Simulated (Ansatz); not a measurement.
# Cs on Ir(111): change of the work function, part 2 of 3

How does one ordered layer of Cs (fcc site) change the work function of Ir(111), and what dipole does each adsorbate carry?

Ansatz 0.2.0; plane-wave DFT, PBE, Ansatz PAW.

So far, work function, upper face (eV): step 2 (the clean slab) 5.49.

## 3. The covered slab

System of this step: Cs/Ir(111). The cell holds 17 atoms: 16 Ir and 1 Cs. Cell: a = 5.431 Å, b = 5.431 Å, c = 28.278 Å, α = 90.0°, β = 90.0°, γ = 60.0°. Vacuum lies along c.

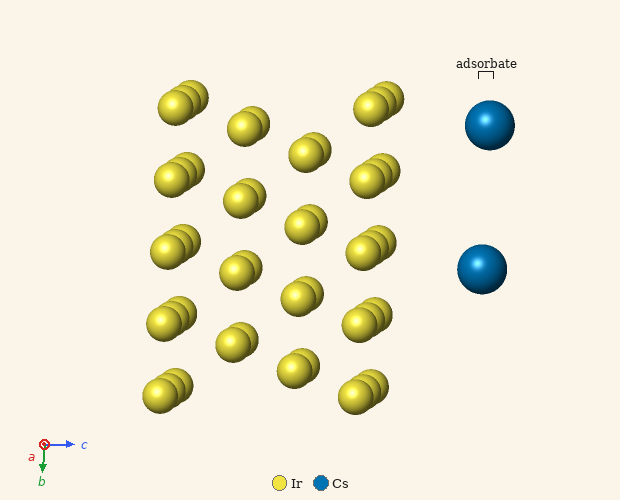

The cell of this step (iridium yellow, caesium blue). 1×2×1 cells are drawn. Some periodic images of atoms are drawn too.

The clean slab as it ended is repeated in the plane and the adsorbate is set on one face; the cell's size fixes the coverage, and the k-mesh shrinks with it to keep the sampling density about even. Adsorbate and upper layers relax, since the dipole depends on the height.

input.yaml

```yaml
crystal:
  lattice:
    - [5.4305800796, 0.0, 0.0]
    - [2.7152900398, 4.7030203062, 0.0]
    - [0.0, 0.0, 28.2777532365]
  atoms:
    - { symbol: Ir, position: [0.0, 0.0, 0.3182713961] }
    - { symbol: Ir, position: [0.1666666667, 0.1666666667, 0.3966731352] }
    - { symbol: Ir, position: [0.3333333333, 0.3333333333, 0.474983605] }
    - { symbol: Ir, position: [0.0, 0.0, 0.5529181458] }
    - { symbol: Ir, position: [0.0, 0.5, 0.3182713961] }
    - { symbol: Ir, position: [0.1666666667, 0.6666666667, 0.3966731352] }
    - { symbol: Ir, position: [0.3333333333, 0.8333333333, 0.474983605] }
    - { symbol: Ir, position: [0.0, 0.5, 0.5529181458] }
    - { symbol: Ir, position: [0.5, 0.0, 0.3182713961] }
    - { symbol: Ir, position: [0.6666666667, 0.1666666667, 0.3966731352] }
    - { symbol: Ir, position: [0.8333333333, 0.3333333333, 0.474983605] }
    - { symbol: Ir, position: [0.5, 0.0, 0.5529181458] }
    - { symbol: Ir, position: [0.5, 0.5, 0.3182713961] }
    - { symbol: Ir, position: [0.6666666667, 0.6666666667, 0.3966731352] }
    - { symbol: Ir, position: [0.8333333333, 0.8333333333, 0.474983605] }
    - { symbol: Ir, position: [0.5, 0.5, 0.5529181458] }
    - { symbol: Cs, position: [0.1666666667, 0.1666666667, 0.6817286039] }
kpoints:
  mp_grid: { grid: [6, 6, 1] }
hamiltonian:
  xc: pbe
scf:
  occupations: { method: fermi_dirac, width: 0.1 }
  convergence: { dr2_threshold: 1.0e-08 }
efield:
  axis: 3
  dipole_correction: true
  ramp_position: 0.97
  ramp_width: 0.06
relax:
  f_tol: 0.02
  max_steps: 60
  constraints: [{ sites: [0, 1, 4, 5, 8, 9, 12, 13] }]
output:
  dos: { projected: true, e_range: [-8, 4] }
  write_potential: true
  write_density: true
  volumetric_format: npy
  elf: true
```

The run is started by

```sh
> ansatz run input.yaml --threads 4 --pin off --max-ram 6144MiB --backend cpu --events-out ev --progress --plain --runs-dir out
```

Numbers of over 12 decimals in the logs are rounded to 6 here.

Output:

```text
[...]
Crystal: 17 atoms, lattice volume = 722.217 Å³
Basis set: ecut = 420 eV, 14045 PW (Γ), exchange–correlation on 80×80×384 points (8 copies of the dense FFT grid, shifted against one another)
Bands: 169, of which v1, the nominal top of the filled ones, is band 141 counted from 1 (140 counted from 0)
Symmetry: 6 space group operations
[...]
k-points: 7 of 36 (time reversal used)
[...]
SCF iter   1: F=—  HF=-196630.207072 eV  |F-HF|=—  |Δ(HF+E_count)|=         —  Δρ=7.59e-3  dr2=4.61e0  ethr=1.77e-3  p=0.493 e·Å  D=1.23e-1 V/Å  ΔV_dip=-3.49 eV  dr2_dipole=6.15e-1  V_vac-E_F(+/−)=1.68/5.17 eV  ⟨swp⟩=8.3  Hψ=5166  notcnv=0  defer=8
[...]
SCF iter  13: F=-196630.121122 eV  HF=-196630.121122 eV  |F-HF|=1.11e-8  |Δ(HF+E_count)|=   2.42e-9  Δρ=4.62e-7  dr2=2.24e-9  ethr=3.56e-12  p=0.478 e·Å  D=1.20e-1 V/Å  ΔV_dip=-3.39 eV  dr2_dipole=4.10e-10  V_vac-E_F(+/−)=2.12/5.51 eV  ⟨swp⟩=16.0  Hψ=8752  notcnv=0
SCF 1 converged in 13 iterations: F = -196630.121122 eV  dr2 = 2.24e-9
[...]
relax step   1: F+E_penalty+E_count = -196630.12112224 eV  Δ(F+E_penalty+E_count) = +0.000e0 eV  max|allowed force component| = 6.344e-1 eV/Å  Δτ_max = 0.0000 Å  (13 SCF iters, accepted)
[...]
SCF iter  10: F=-196630.187344 eV  HF=-196630.187344 eV  |F-HF|=2.04e-10  |Δ(HF+E_count)|=   1.83e-8  Δρ=3.80e-7  dr2=2.98e-9  ethr=3.56e-12  p=0.488 e·Å  D=1.22e-1 V/Å  ΔV_dip=-3.46 eV  dr2_dipole=3.97e-10  V_vac-E_F(+/−)=2.05/5.51 eV  ⟨swp⟩=14.4  Hψ=8311  notcnv=0
SCF 2 converged in 10 iterations: F = -196630.187344 eV  dr2 = 2.98e-9
[...]
relax step   2: F+E_penalty+E_count = -196630.18734388 eV  Δ(F+E_penalty+E_count) = -6.622e-2 eV  max|allowed force component| = 6.003e-1 eV/Å  Δτ_max = 0.0855 Å  (10 SCF iters, accepted)
SCF iter   1: F=—  HF=-196630.300574 eV  |F-HF|=—  |Δ(HF+E_count)|=         —  Δρ=2.14e-3  dr2=3.15e-1  ethr=2.95e-3  p=0.488 e·Å  D=1.22e-1 V/Å  ΔV_dip=-3.46 eV  dr2_dipole=1.41e-2  V_vac-E_F(+/−)=2.06/5.52 eV  ⟨swp⟩=4.1  Hψ=2205  notcnv=0  defer=15
[...]
SCF iter  12: F=-196630.292166 eV  HF=-196630.292166 eV  |F-HF|=2.07e-9  |Δ(HF+E_count)|=   3.03e-9  Δρ=4.68e-7  dr2=5.06e-9  ethr=3.56e-12  p=0.513 e·Å  D=1.29e-1 V/Å  ΔV_dip=-3.64 eV  dr2_dipole=4.85e-11  V_vac-E_F(+/−)=1.87/5.51 eV  ⟨swp⟩=15.6  Hψ=8888  notcnv=0
SCF 3 converged in 12 iterations: F = -196630.292166 eV  dr2 = 5.06e-9
[...]
relax step   3: F+E_penalty+E_count = -196630.29216630 eV  Δ(F+E_penalty+E_count) = -1.048e-1 eV  max|allowed force component| = 4.420e-1 eV/Å  Δτ_max = 0.1956 Å  (12 SCF iters, accepted)
[...]
relax step   4: F+E_penalty+E_count = -196630.35179876 eV  Δ(F+E_penalty+E_count) = -5.963e-2 eV  max|allowed force component| = 1.369e-1 eV/Å  Δτ_max = 0.1947 Å  (12 SCF iters, accepted)
[...]
relax step   5: F+E_penalty+E_count = -196630.35750908 eV  Δ(F+E_penalty+E_count) = -5.710e-3 eV  max|allowed force component| = 3.772e-2 eV/Å  Δτ_max = 0.0596 Å  (10 SCF iters, accepted)
SCF iter   1: F=—  HF=-196630.356762 eV  |F-HF|=—  |Δ(HF+E_count)|=         —  Δρ=3.94e-4  dr2=1.45e-2  ethr=1.65e-6  p=0.556 e·Å  D=1.39e-1 V/Å  ΔV_dip=-3.94 eV  dr2_dipole=4.11e-3  V_vac-E_F(+/−)=1.57/5.51 eV  ⟨swp⟩=3.0  Hψ=2344  notcnv=0  defer=22
[...]
SCF iter   9: F=-196630.357894 eV  HF=-196630.357894 eV  |F-HF|=1.14e-9  |Δ(HF+E_count)|=   1.84e-8  Δρ=3.69e-7  dr2=6.13e-9  ethr=3.56e-12  p=0.559 e·Å  D=1.40e-1 V/Å  ΔV_dip=-3.96 eV  dr2_dipole=1.44e-10  V_vac-E_F(+/−)=1.55/5.51 eV  ⟨swp⟩=14.3  Hψ=8832  notcnv=0
SCF 6 converged in 9 iterations: F = -196630.357894 eV  dr2 = 6.13e-9
relax step   6: F+E_penalty+E_count = -196630.35789412 eV  Δ(F+E_penalty+E_count) = -3.850e-4 eV  max|allowed force component| = 1.016e-2 eV/Å  Δτ_max = 0.0165 Å  (9 SCF iters, accepted)
NSCF: frozen V_eff on 7 k-points
[...]
SCF converged after 9 iterations
Free energy (F): -196630.357894 eV
[...]
Internal energy: -196629.769385 eV  (E = F + TS)
E sigma→0 (E₀):  -196630.063639 eV
Entropy (-TS):   -0.588510 eV (-34.618 meV/atom)
Fermi energy:    6.413107 eV
Dipole field:    D = 0.140162 V/Å  (p = 0.559417 e·Å, saw-weighted, corrected)
Work function:   Φ+ = 1.5455 eV   Φ− = 5.5091 eV
[...]
--- Forces (eV/Å), atoms counted from 1 ---
  atom   1  Ir     0.00342562     0.00197779     0.17005823
  atom   2  Ir    -0.00000000    -0.00000000    -0.11551405
  atom   3  Ir     0.00163098     0.00094165     0.00139307
  atom   4  Ir    -0.00324038    -0.00187083    -0.00841279
  atom   5  Ir     0.00000000    -0.00395557     0.17005823
  atom   6  Ir     0.02787324    -0.01609262    -0.18431441
  atom   7  Ir     0.00000000    -0.00188330     0.00139307
  atom   8  Ir     0.00000000     0.00374167    -0.00841279
  atom   9  Ir    -0.00342562     0.00197779     0.17005823
  atom  10  Ir    -0.00000000     0.03218525    -0.18431441
  atom  11  Ir    -0.00163098     0.00094165     0.00139307
  atom  12  Ir     0.00324038    -0.00187083    -0.00841279
  atom  13  Ir     0.00000000    -0.00000000     0.17010751
  atom  14  Ir    -0.02787324    -0.01609262    -0.18431441
  atom  15  Ir     0.00000000     0.00000000    -0.00280536
  atom  16  Ir     0.00000000     0.00000000     0.00185198
  atom  17  Cs     0.00000000    -0.00000000     0.01016244
  max |Σ_I F_I| component: 2.52e-5 eV/Å
--- Band table (eV; the first three rows and the last of 7) ---
  k-point 0: bands = [... 137 lower, 7.0395, 7.0395, 7.0488, 7.1774, 7.1774, 7.3956, 7.3956, 7.4015, ... 24 higher]
  k-point 1: bands = [... 137 lower, 6.6601, 6.7179, 6.8142, 6.8389, 6.9045, 6.9427, 6.9484, 7.0260, ... 24 higher]
  k-point 2: bands = [... 137 lower, 5.8941, 5.8964, 6.1568, 6.3396, 6.4146, 6.5068, 6.5763, 6.5947, ... 24 higher]
  k-point 6: bands = [... 137 lower, 5.9921, 6.1338, 6.1343, 6.1516, 6.1610, 6.4854, 6.5208, 6.5471, ... 24 higher]
--- Relaxed structure (6 steps of the walk, 6 accepted, 0 SCFs on fresh bases) ---
  F+E_penalty+E_count = -196630.35789412 eV   max|allowed force component| = 1.016e-2 eV/Å
  atoms:
    - { symbol: Ir, position: [-1.7959490104491818e-17, -1.7959490104491818e-17, 0.3182713961] }
    - { symbol: Ir, position: [0.166667, 0.166667, 0.3966731352] }
    - { symbol: Ir, position: [0.333377, 0.333377, 0.475412] }
    - { symbol: Ir, position: [-0.00127391, -0.00127391, 0.553262] }
    - { symbol: Ir, position: [-2.7755575615628914e-17, 0.500000, 0.3182713961] }
    - { symbol: Ir, position: [0.166667, 0.666667, 0.3966731352] }
    - { symbol: Ir, position: [0.333377, 0.833246, 0.475412] }
    - { symbol: Ir, position: [-0.00127391, 0.502548, 0.553262] }
    - { symbol: Ir, position: [0.500000, -1.7959490104491818e-17, 0.3182713961] }
    - { symbol: Ir, position: [0.666667, 0.166667, 0.3966731352] }
    - { symbol: Ir, position: [0.833246, 0.333377, 0.475412] }
    - { symbol: Ir, position: [0.502548, -0.00127391, 0.553262] }
    - { symbol: Ir, position: [0.500000, 0.500000, 0.3182713961] }
    - { symbol: Ir, position: [0.666667, 0.666667, 0.3966731352] }
    - { symbol: Ir, position: [0.833333, 0.833333, 0.474521] }
    - { symbol: Ir, position: [0.500000, 0.500000, 0.554192] }
    - { symbol: Cs, position: [0.166667, 0.166667, 0.662213] }
```

Run time: 85 s. Hardware: 4 threads of Intel Xeon Platinum 8559C (Emerald Rapids), shared host; peak memory 3 GiB.

The steps of the relaxation:

| step | energy less that of the first step (eV) | largest force component (eV/Å) |
| --- | --- | --- |
| 1 | 0.0000 | 0.6344 |
| 2 | -0.0662 | 0.6003 |
| 3 | -0.1710 | 0.4420 |
| 4 | -0.2307 | 0.1369 |
| 5 | -0.2364 | 0.0377 |
| 6 | -0.2368 | 0.0102 |

Forces are held to the 6 operations that the run works with; a distortion that breaks them can't arise in this run.

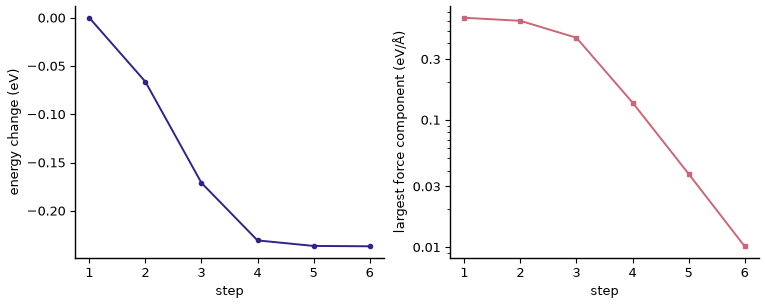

Energy and largest force along the relaxation.

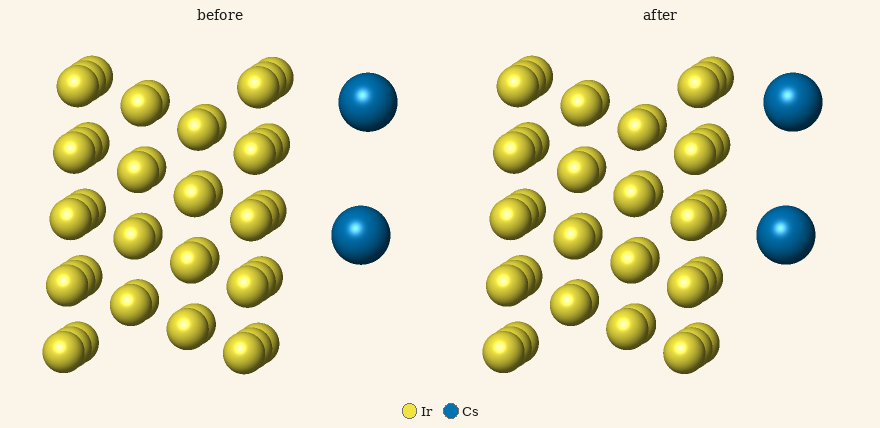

Before and after, at one scale.

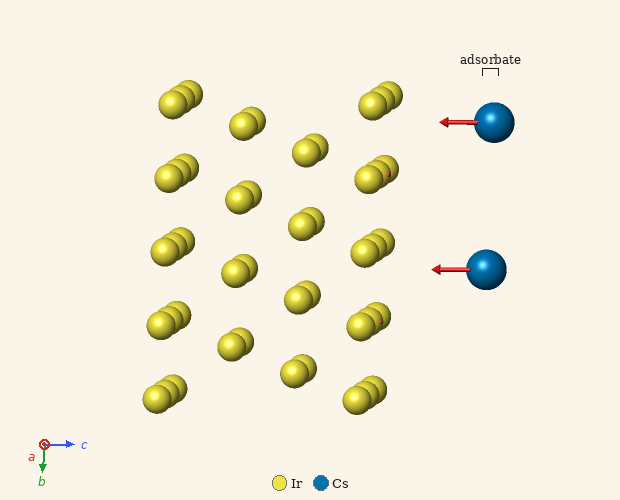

Displacements in the relaxation, exaggerated; the longest in the cell stands for 0.55 Å. 1×2×1 cells are drawn. Some periodic images of atoms are drawn too.

The atoms that moved most (Å):

| atom | dx | dy | dz | length |
| --- | --- | --- | --- | --- |
| Cs17 | 0.000 | 0.000 | -0.552 | 0.552 |
| Ir16 | 0.000 | 0.000 | 0.036 | 0.036 |
| Ir4 | -0.010 | -0.006 | 0.010 | 0.015 |
| Ir12 | 0.010 | -0.006 | 0.010 | 0.015 |
| Ir8 | 0.000 | 0.012 | 0.010 | 0.015 |
| Ir15 | 0.000 | 0.000 | -0.013 | 0.013 |
| Ir3 | 0.000 | 0.000 | 0.012 | 0.012 |
| Ir11 | 0.000 | 0.000 | 0.012 | 0.012 |

Final coordinates:

```cif
data_structure
_symmetry_space_group_name_H-M 'P 1'
_symmetry_Int_Tables_number 1
_cell_length_a 5.4306
_cell_length_b 5.4306
_cell_length_c 28.2778
_cell_angle_alpha 90.000
_cell_angle_beta 90.000
_cell_angle_gamma 60.000
_cell_volume 722.22
loop_
_atom_site_label
_atom_site_type_symbol
_atom_site_fract_x
_atom_site_fract_y
_atom_site_fract_z
_atom_site_occupancy
Ir1 Ir 0.00000 0.00000 0.31827 1
Ir2 Ir 0.16667 0.16667 0.39667 1
Ir3 Ir 0.33338 0.33338 0.47541 1
Ir4 Ir 0.99873 0.99873 0.55326 1
Ir5 Ir 0.00000 0.50000 0.31827 1
Ir6 Ir 0.16667 0.66667 0.39667 1
Ir7 Ir 0.33338 0.83325 0.47541 1
Ir8 Ir 0.99873 0.50255 0.55326 1
Ir9 Ir 0.50000 0.00000 0.31827 1
Ir10 Ir 0.66667 0.16667 0.39667 1
Ir11 Ir 0.83325 0.33338 0.47541 1
Ir12 Ir 0.50255 0.99873 0.55326 1
Ir13 Ir 0.50000 0.50000 0.31827 1
Ir14 Ir 0.66667 0.66667 0.39667 1
Ir15 Ir 0.83333 0.83333 0.47452 1
Ir16 Ir 0.50000 0.50000 0.55419 1
Cs17 Cs 0.16667 0.16667 0.66221 1
```

Numbers from this step:

```yaml
energy_at_zero_smearing: -196630.0636 eV
work_function_upper_face: 1.545 eV
work_function_lower_face: 5.509 eV
dipole_along_the_normal: 0.5594 e·Å
step_between_the_vacuum_levels: -3.964 eV
```

Running mean over 2.217 Å of the planar mean; the ramp of the sawtooth is left out. Table of electron's electrostatic potential energy less the Fermi level by z:

| z (Å) | electron's electrostatic potential energy less the Fermi level (eV) |
| --- | --- |
| 4 | 5.51 |
| 5 | 5.50 |
| 6 | 5.43 |
| 7 | 4.27 |
| 8 | -5.49 |
| 9 | -12.7 |
| 10 | -13.3 |
| 11 | -13.5 |
| 12 | -13.5 |
| 13 | -13.5 |
| 14 | -13.5 |
| 15 | -13.3 |
| 16 | -11.9 |
| 17 | -2.68 |
| 18 | -0.485 |
| 19 | -2.14 |
| 20 | -0.612 |
| 21 | 1.02 |
| 22 | 1.38 |
| 23 | 1.49 |
| 24 | 1.53 |
| 25 | 1.54 |

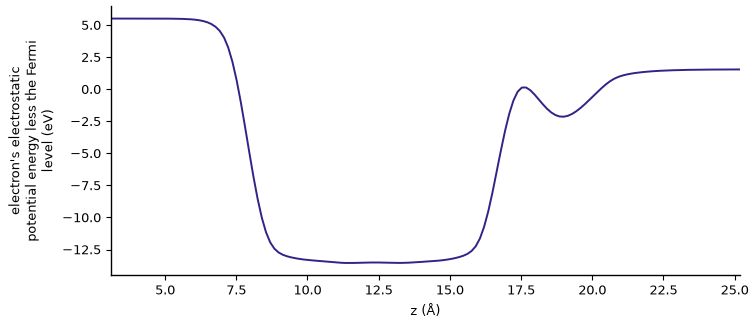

Electron's electrostatic potential energy less the Fermi level, plotted against z.

[end of part 2 of 3]

[Logs are printed without paths, hosts, clocks, repeated set-up lines and the standing remarks that a program may print on its own settings, such as how far it seeks lower states.]

[Hosts, paths, dates, database ids (printed as entryN), source tags and the programs' standing remarks are cut or masked in the printed files.]

[Maps of the electrostatic potential energy from Ansatz leave out the sawtooth potential of an applied field or a dipole correction, so their vacuum need not be flat; planar profiles and work functions include it.]
